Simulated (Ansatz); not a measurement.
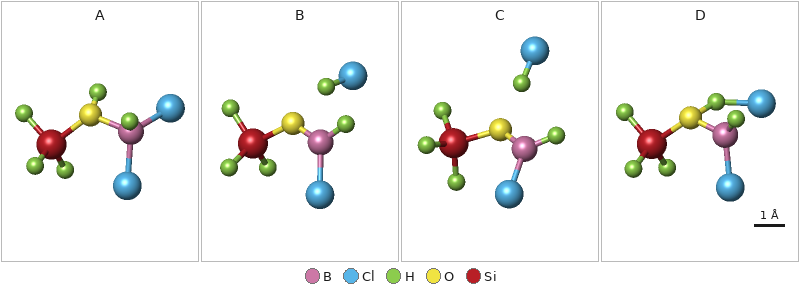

4 geometries from a converged minimum-energy path of BSiH₅OCl₂, shuffled. A ball-and-stick model, seen at a tilt.

Computed with Ansatz 0.2.0, RKS r2SCAN/cc-pVDZ. Settings: 9 movable images; climbing image; force threshold 0.05 eV/Å; iteration limit 60; starting path through a guess of the saddle point.

Which frame is the transition state?

D. In order along the path, whose images run from 0 to 10: A (image 0, 0.0 kJ/mol), D (image 2, +61.5 kJ/mol), B (image 6, −18.2 kJ/mol), C (image 10, −23.2 kJ/mol). Breaking: B–Cl (1.84 → 3.97 Å), H–O (0.98 → 1.87 Å). Forming: Cl–H (2.53 → 1.31 Å).

Cost: 3.5 min on 4 threads of Intel(R) Xeon(R) 6975P-C (Granite Rapids) (shared host), peak memory 0.21 GiB.
